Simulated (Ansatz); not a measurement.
**One shape, several levels: SiH4S (sulfanylsilane)**

Aim: a comparison of 6 runs (UHF/STO-3G, HSE06/STO-3G, UPBE/STO-3G, wB97M-V/STO-3G, wB97X/STO-3G, RPA@PBE/STO-3G) of SiH4S (sulfanylsilane). 

Program for the calculation: Ansatz 0.2.0.

45 further runs of the same task are left out: 1 that didn't finish, 44 set aside as unsound or not needed.

### Step 1. Starting point

The species is SiH4S (6 atoms), meant as a singlet with charge 0. As SMILES, `[SiH3]S`. The H6–S2 distance was set to 1.680 Å, away from the relaxed value.

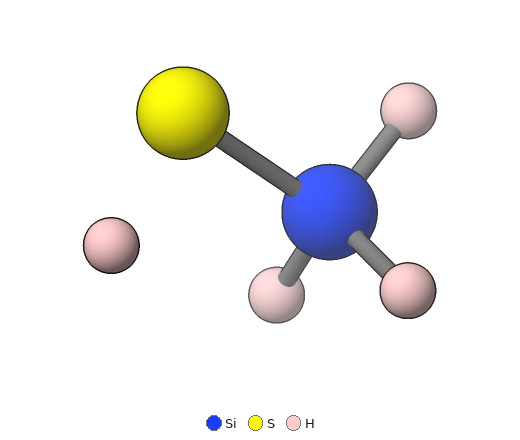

The structure, seen from a chosen angle (silicon blue, sulfur yellow, hydrogen pink).

### Step 2. A single-point energy at UHF/STO-3G (run 1)

Input file job.yaml:

```yaml
crystal:
  periodic: [false, false, false]
  atoms:
    - {symbol: Si, position_ang: [-0.074497, -0.582384, -0.480876]}
    - {symbol: S, position_ang: [1.002603, -0.331584, 1.347924]}
    - {symbol: H, position_ang: [-1.534497, -0.393284, -0.286476]}
    - {symbol: H, position_ang: [0.203903, -1.977284, -0.897376]}
    - {symbol: H, position_ang: [0.395103, 0.362216, -1.525976]}
    - {symbol: H, position_ang: [0.526100, 1.263300, 1.572300]}
basis:
  gaussian: {orbitals: STO-3G}
magnetization: {spin_polarized: true}
hamiltonian: {xc: hf}
accuracy: high
```

Command:

```
$ ansatz run job.yaml --threads 1 --pin off --max-ram 2610MiB --events-out events.jsonl --progress --plain --runs-dir runs
```

The log of the run:

```text
Warning: RAYON_NUM_THREADS=1 ignored (pool sized by the plan → 1); use --threads N
Functional definition: HF
  name "HF"
  exchange = exact_x
  correlation = 0
388 factors; integrals over basis functions are off by at most 1.6e-8 eV
mean field evaluation 1: about -18531.4565 eV, gradient 1.0e1 eV
mean field evaluation 2: about -18531.4626 eV, gradient 1.0e1 eV
mean field evaluation 4: about -18532.4892 eV, gradient 4.0e-1 eV
mean field evaluation 8: about -18532.4904 eV, gradient 1.1e-6 eV
mean field evaluation 16: about -18532.4300 eV, gradient 6.3e-1 eV
mean field evaluation 32: about -18532.4796 eV, gradient 4.0e-1 eV
mean field -18532.49040186 eV, -681.0564604953 hartree, gradient 4.2e-8 eV, S^2 0.000000; 0 other end points of the search recorded, 0 dependent functions left out
reference -18532.49040186 eV, -681.0564604953 hartree; 17, 17 occupied and 5, 5 virtual orbitals, 388 factors
Total energy: -18532.49040186 eV, -681.0564604953 hartree
```

Run time: 0.14 s. Hardware: 1 thread of Arm Neoverse V2, shared host.

### Step 3. The energy at HSE06/STO-3G (run 2)

Input file input.yaml:

```yaml
crystal:
  periodic: [false, false, false]
  atoms:
    - {symbol: Si, position_ang: [-0.074497, -0.582384, -0.480876]}
    - {symbol: S, position_ang: [1.002603, -0.331584, 1.347924]}
    - {symbol: H, position_ang: [-1.534497, -0.393284, -0.286476]}
    - {symbol: H, position_ang: [0.203903, -1.977284, -0.897376]}
    - {symbol: H, position_ang: [0.395103, 0.362216, -1.525976]}
    - {symbol: H, position_ang: [0.526100, 1.263300, 1.572300]}
basis:
  gaussian:
    orbitals: STO-3G
hamiltonian:
  xc: {name: HSE06}
accuracy: high
```

Command:

```
$ ansatz run input.yaml --threads 1 --pin off --max-ram 2610MiB --events-out events.jsonl --progress --plain --runs-dir runs
```

The log of the run:

```text
Warning: RAYON_NUM_THREADS=1 ignored (pool sized by the plan → 1); use --threads N
Functional definition: HSE06
  name "HSE06"
  parameter a = 0.25
  parameter omega = 0.11/bohr
  exchange = pbe_x - a*pbe_x_sr(omega) + a*exact_x_sr(omega)
  correlation = pbe_c
388 factors; integrals over basis functions are off by at most 1.6e-8 eV
65 factors; integrals over basis functions are off by at most 1.1e-9 eV
mean field evaluation 1: about -18557.7278 eV, gradient 1.5e1 eV
mean field evaluation 2: about -18557.9117 eV, gradient 1.3e1 eV
mean field evaluation 4: about -18558.5676 eV, gradient 2.7e-1 eV
mean field evaluation 8: about -18558.5137 eV, gradient 4.5e-3 eV
mean field evaluation 16: about -18558.5137 eV, gradient 1.8e-8 eV
mean field -18558.51370240 eV, -682.0127991507 hartree, gradient 1.8e-8 eV, S^2 0.000000; 0 other end points of the search recorded, 0 dependent functions left out
reference -18558.51370428 eV, -682.0127992200 hartree; 17, 17 occupied and 5, 5 virtual orbitals, 388 factors
Total energy: -18558.51370428 eV, -682.0127992200 hartree
```

Run time: 1.3 s. Hardware: 1 thread of Arm Neoverse V2, shared host; peak memory 0.1 GiB.

Runs 3 to 5 aren't shown in full; the table further down has their settings and results.

### Step 4. The energy at RPA@PBE/STO-3G (run 6)

input.yaml: that of step 3 with these lines changed.

```diff
@@ -13,3 +13,6 @@
 hamiltonian:
-  xc: {name: HSE06}
+  xc: {name: PBE}
+correlation:
+  method: rpa
+  frozen_orbitals: {H: 0, S: 5, Si: 5}
 accuracy: high
```

Command:

```
$ ansatz run input.yaml --threads 1 --pin off --max-ram 2610MiB --events-out events.jsonl --progress --plain --runs-dir runs
```

The log of the run:

```text
Warning: RAYON_NUM_THREADS=1 ignored (pool sized by the plan → 1); use --threads N
Functional definition: PBE
  name "PBE"
  parameter kappa = 0.804
  parameter beta = 0.06672455060314922
  exchange = pbe_x(kappa = kappa, mu = beta*pi^2/3)
  correlation = pbe_c(beta = beta)
388 factors; integrals over basis functions are off by at most 1.6e-8 eV
mean field evaluation 1: about -18555.1436 eV, gradient 1.7e1 eV
mean field evaluation 2: about -18555.0699 eV, gradient 1.7e1 eV
mean field evaluation 4: about -18556.1210 eV, gradient 2.3e0 eV
mean field evaluation 8: about -18556.1454 eV, gradient 8.8e-3 eV
mean field evaluation 16: about -18556.1454 eV, gradient 1.0e-8 eV
mean field -18556.14538740 eV, -681.9257651799 hartree, gradient 1.0e-8 eV, S^2 0.000000; 0 other end points of the search recorded, 0 dependent functions left out
10 core orbitals not correlated: weight in the atoms' cores, before any rotation towards them, 0.999 or more for the frozen orbitals, at most 0.000 for the correlated occupied ones
reference -18532.14345493 eV, -681.0437104308 hartree; 7, 7 occupied and 5, 5 virtual orbitals, 388 factors
Total energy: -18536.99586580 eV, -681.2220332412 hartree
```

It took 1.6 s on 1 thread of Arm Neoverse V2, shared host; peak memory 0.1 GiB.

### Step 5. The series

```csv
run,level,frozen core orbitals,energy (Eh),wall time
1,UHF/STO-3G,–,-681.056460,0.14 s
2,HSE06/STO-3G,–,-682.012799,1.3 s
3,UPBE/STO-3G,–,-681.925765,1.9 s
4,wB97M-V/STO-3G,–,-682.327464,18 s
5,wB97X/STO-3G,–,-682.268640,4.8 s
6,RPA@PBE/STO-3G,10,-681.222033,1.6 s
```

### Step 6. Summary of results

```
                               quantity          value
                    run 6: total energy  -681.22203 Eh
run 6: RPA correlation energy (valence)     -178.3 mEh
```

Totals of different functionals can't be ranked against each other. In runs 1, 2, 3, 4, 5, 6 the basis is minimal, so the values are rough. All runs together took 27 s, the longest 18 s.
